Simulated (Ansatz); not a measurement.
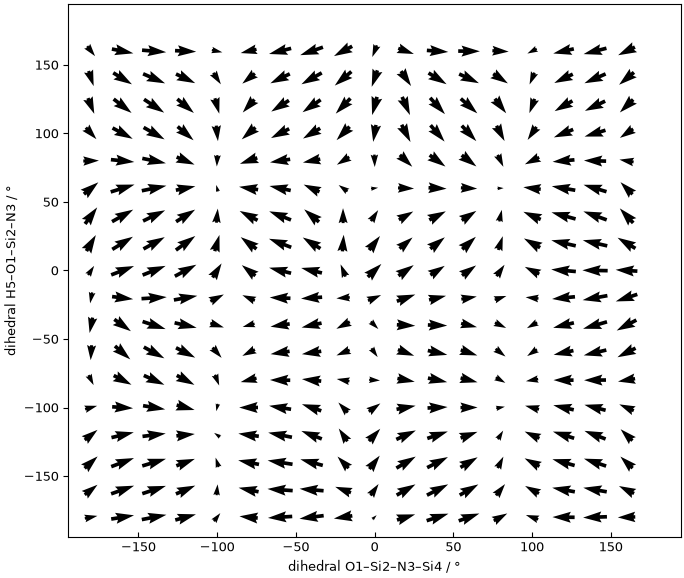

H6NOSi2, SMILES O[SiH2]N[SiH2], spin multiplicity 2. The first coordinate is: dihedral O1–Si2–N3–Si4; the second: dihedral H5–O1–Si2–N3. Nothing is relaxed (all other coordinates rigid). Grid: 18 × 18 points. Points are written as (first, second). The calculation used UKS SPW92 (LDA)/def2-SVP (Ansatz 0.2.0).

In the figure: arrows along the force (downhill), their lengths compressed.

### The arrows alone are given. Where are the wells?

The arrows converge at about (−100°, 65°); (80°, 60°) (3.4 kJ/mol up); about (−100°, −115°) (6.6 kJ/mol up); about (85°, −95°) (8.2 kJ/mol up) (read from the interpolated surface).

The energy map of the same scan:

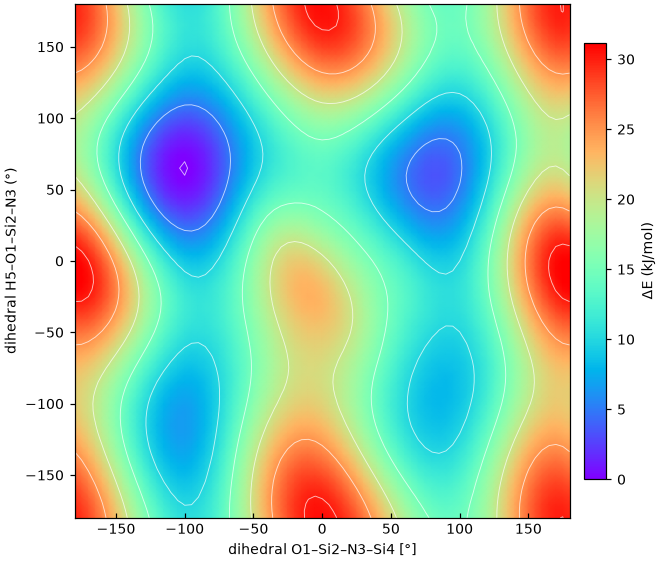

Energies are in kJ/mol, from the lowest grid point; between grid points the surface is interpolated.
